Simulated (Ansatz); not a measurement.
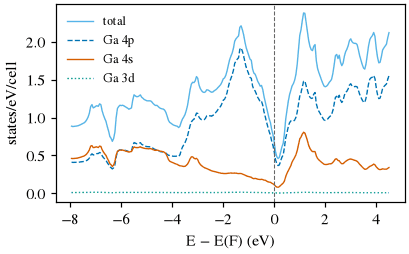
*Total and projected density of states of Ga (α-Ga, Cmce), the program Ansatz at the PBE+D3(BJ) level (PAW)*

Question: Which orbitals carry the states next to the Fermi level?

Answer: Within 0.5 eV of the Fermi level: Ga 4p 81 %, Ga 4s 17 %. Projections are on Löwdin-orthogonalised atomic valence shells; empty p or d shells of many metals are not among them.

Question: Where is the tallest occupied peak in this window, and what makes it?

Answer: Near -1.3 eV, about 2.2 states/eV per cell; the largest projected share is Ga 4p.

Symmetry was held in the PBE+D3(BJ) relaxation. The pairwise dispersion correction was not fitted to metals. Spin–orbit coupling is left out wherever it is not named.

Potentials: the later of the program's two PAW sets.
